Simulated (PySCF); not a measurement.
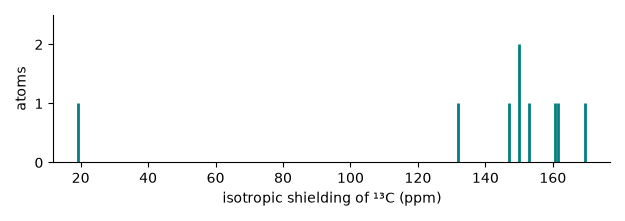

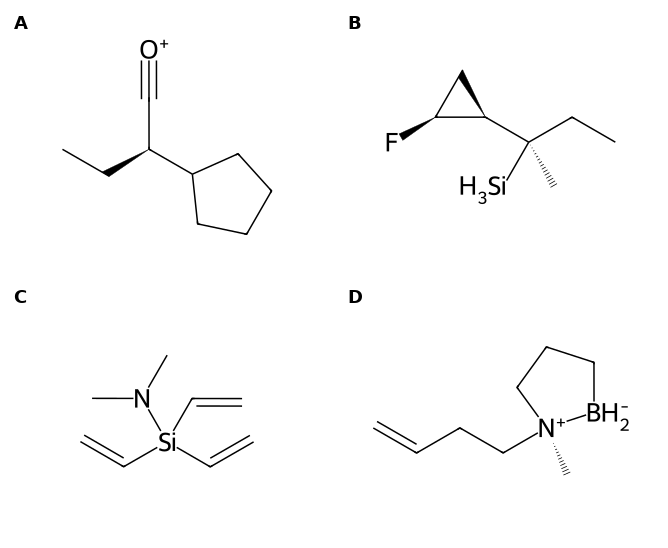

The sticks are computed shieldings of one of the molecules, for one fixed geometry (GFN2-xTB) without averaging over rotations. Low shielding means a high chemical shift. Method: GIAO PBE0/pcSseg-1 NMR shielding, non-relativistic, gas phase (PySCF 2.14.0).

Which molecule gives this pattern?

A, `CC[C@@H](C#[O+])C1CCCC1`. Its 9 C atoms give lines at 19.4, 131.8, 147.0, 149.9 (2 atoms), 152.8, 160.6, 161.6, 169.6 ppm.

The geometry is semi-empirical. Around Si such bond lengths and angles can be off by a tenth of an ångström or more and by several degrees, and values that hang on the shape move with them.
